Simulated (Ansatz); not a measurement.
# Surface energy of Al(331) slab (28 atoms)

What is the surface energy of this cell, counted against the bulk crystal, and how far does it hang on functional and mesh?

Calculated with Ansatz 0.2.0: Kohn-Sham DFT, PBE, PAW (set soft_2), plane waves; cutoff 420 eV, fermi-dirac smearing of 0.1 eV. Cutoffs: 420 eV for PBE and PBEsol; 500 eV for r2SCAN.

**The cells**

The cell holds 28 atoms: 28 Al. Cell: a = 5.713 Å, b = 6.388 Å, c = 27.049 Å, α = 90.0°, β = 90.0°, γ = 77.1°. It derives from Al. The starting structure: Slab of Al cut on (3 3 1), 12.0 Å thick, 2 x 1 surface cells, both faces free, 15 Å of vacuum; not relaxed. Lattice constants are starting values near those of PBE. Vacuum lies along c.

The bulk reference is Al4 in a cell of 4 atoms, 16.485 Å³ an atom.

The input of the single point on the relaxed cell:

```yaml
crystal:
  lattice:
    - [5.71342, 0.0, 0.0]
    - [1.42836, 6.22606, 0.0]
    - [0.0, 0.0, 27.04891]
  atoms:
    - { symbol: Al, position: [0.31258, 0.74948, 0.27953] }
    - { symbol: Al, position: [0.4715, 0.11212, 0.31136] }
    - { symbol: Al, position: [0.13161, 0.4706, 0.34359] }
    - { symbol: Al, position: [0.28935, 0.84136, 0.38031] }
    [... 22 atom lines left out ...]
    - { symbol: Al, position: [0.71271, 0.15103, 0.68864] }
    - { symbol: Al, position: [0.87163, 0.51367, 0.72047] }
kpoints:
  mp_grid: { grid: [6, 6, 1] }
hamiltonian:
  xc: pbe
scf:
  occupations: { method: fermi_dirac, width: 0.1 }
output:
  forces: true
  populations: true
  dos:
    method: { smearing: { sigma: 0.08 } }
    de: 0.1
    projected: { site_lists: { Al: [Al] } }
  eigenvalues: true
  write_density: true
  write_potential: true
  volumetric_format: npy
```

| cell | formula | k-mesh | relaxation steps | gain on relaxing (eV) | free energy, PBE (eV) | time of its runs on this page |
| --- | --- | --- | --- | --- | --- | --- |
| Al(331) slab | Al28 | 6×6×1 (relaxed on 4×4×1) | 2 | 0.10 | -15046.022 | 1.9 min |
| bulk Al | Al4 | 14×14×14 | - | - | -2150.040 | 3.5 s |

Times come from shared hosts and are rough.

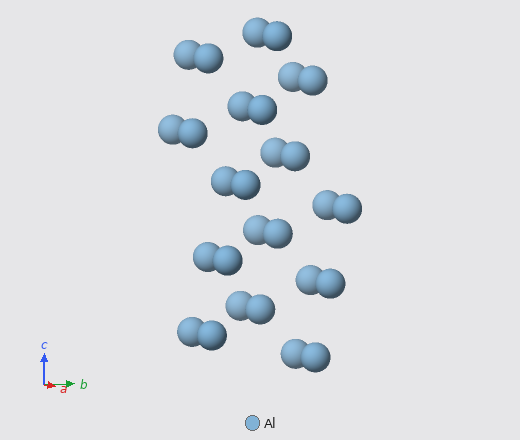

The relaxed cell.

**Surface energy**

The excess is the cell's free energy less 7 times that of the bulk cell. It is divided by twice the area, as the cell holds two faces, so the value is their mean, and they need not be alike (35.57 Å²), with 1 eV/Å² = 16.022 J/m².

```
           level  k-mesh  excess (eV)  surface energy (J/m²)  per area (meV/Å²)
             PBE   6×6×1        4.255                  0.958               59.8
PBE, denser mesh   8×7×1        4.283                  0.965               60.2
          r2SCAN   6×6×1        4.806                  1.082               67.6
          PBEsol   6×6×1        4.974                  1.120               69.9
```

Worked for the first row at PBE: (-15046.022) − 7 × (-2150.040) = 4.255 eV (from unrounded energies).

Then 4.255 / (2 × 35.57) × 16.022 = 0.958 J/m².

**Neighbours**

Bonds by pair of elements; cutoffs follow the first minimum of g(r), held within bounds set by covalent radii, and pairs that aren't listed don't count as bonded:

```
pair A-B  cutoff (Å)  bonds  mean length (Å)  spread (Å)  shortest (Å)  B about A  A about B
   Al-Al        3.27    150             2.85       0.031          2.79       10.7       10.7
```

How many atoms have how many bonded neighbours:

| element | mean | 7 | 9 | 11 | 12 |
| --- | --- | --- | --- | --- | --- |
| Al | 10.7 | 4 | 4 | 4 | 16 |

**Findings**

At PBE the surface energy is 0.96 J/m². At the same geometries the levels give 0.96 (PBE) to 1.12 J/m² (PBEsol) and the denser mesh leaves it within 0.01 J/m². Relaxing the atoms lowered it by 0.023 J/m² from the start (on the 4×4×1 mesh of the relaxation), and the farthest atom moved 0.10 Å. By these cutoffs 12 of 28 Al atoms differ from the commonest count of 12.

Limits: The cell edges were held, so the lattice is the typed one for every functional. Cell and bulk are sampled on unlike meshes, and the error grows with the number of atoms subtracted. These are free energies under a smearing of 0.1 eV, whose entropy term isn't removed. In some runs the program notes that positions were snapped to a detected symmetry and the exchange-correlation potential is rough where the density is thin.

[Logs are printed without paths, hosts, clocks, repeated set-up lines and the standing remarks that a program may print on its own settings, such as how far it seeks lower states.]

[Hosts, paths, dates, database ids (printed as entryN), source tags and the programs' standing remarks are cut or masked in the printed files.]
